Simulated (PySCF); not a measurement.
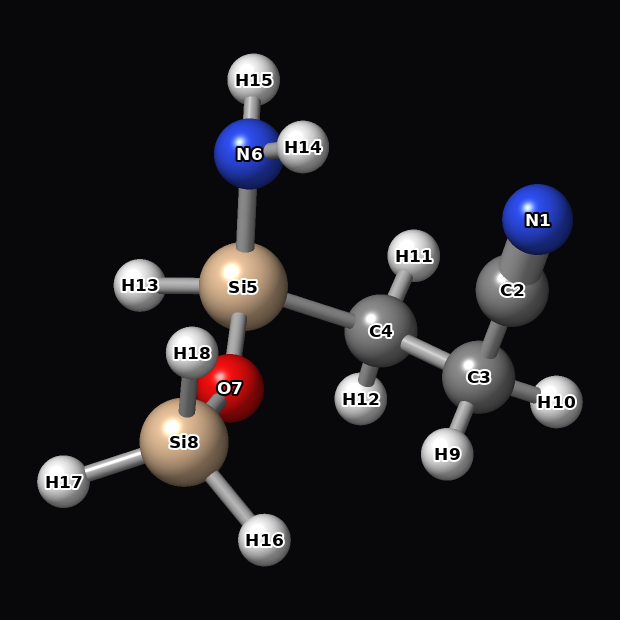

The thickness of each stick grows with its Mayer bond order. Computed geometry: GFN2-xTB optimisation. No frequency run is at hand to confirm it as a minimum. Computed with PBE0/pcSseg-1 (PySCF 2.14.0).

Which bond between heavy atoms has the highest Mayer bond order?

Answer. N1–C2, 3.02, at a length of 1.144 Å.

List the Mayer bond orders of N1–C2, C2–C3, C3–C4, C4–Si5, Si5–N6, Si5–O7, O7–Si8 (bonds between heavy atoms, one of each equivalent set).

```json
{"bond": "N1–C2", "Mayer order": "3.02", "length (Å)": "1.144"}
{"bond": "C2–C3", "Mayer order": "1.02", "length (Å)": "1.437"}
{"bond": "C3–C4", "Mayer order": "1.03", "length (Å)": "1.535"}
{"bond": "C4–Si5", "Mayer order": "0.83", "length (Å)": "1.917"}
{"bond": "Si5–N6", "Mayer order": "1.07", "length (Å)": "1.720"}
{"bond": "Si5–O7", "Mayer order": "0.91", "length (Å)": "1.622"}
{"bond": "O7–Si8", "Mayer order": "0.92", "length (Å)": "1.621"}
```

The geometry is semi-empirical. Around Si such bond lengths and angles can be off by a tenth of an ångström or more and by several degrees, and values that hang on the shape move with them.
